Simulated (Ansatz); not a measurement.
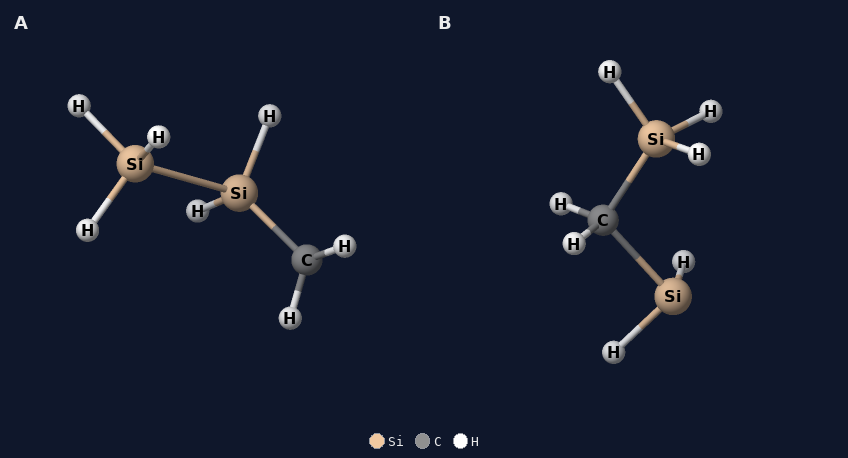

2 stationary structures of one formula. The species has charge −1 and is a spin singlet. Geometries: PBE0-D4/def2-TZVPD. Electronic energies: ωB97M-V/def2-TZVPPD (Ansatz 0.2.0), without zero-point energy. No frequency run is at hand to confirm each as a minimum. Each is one conformer, not always the lowest.

> Which structure is the most stable?

B is lowest; A lies 14.8 kcal/mol above it.

Give E(B) − E(A) in kcal/mol at these levels too: PBE0-D4/def2-TZVPD; r2SCAN-D4/def2-TZVPPD; ωB97M-V/def2-TZVPPD; PBE-D4/def2-TZVPPD; PBE0-D4/def2-TZVPPD; B3LYP-D4/def2-TZVPPD.

```
                level  E(B) − E(A) (kcal/mol)
   PBE0-D4/def2-TZVPD                   −12.4
r2SCAN-D4/def2-TZVPPD                   −11.3
  ωB97M-V/def2-TZVPPD                   −14.8
   PBE-D4/def2-TZVPPD                   −10.6
  PBE0-D4/def2-TZVPPD                   −12.4
 B3LYP-D4/def2-TZVPPD                   −12.4
```
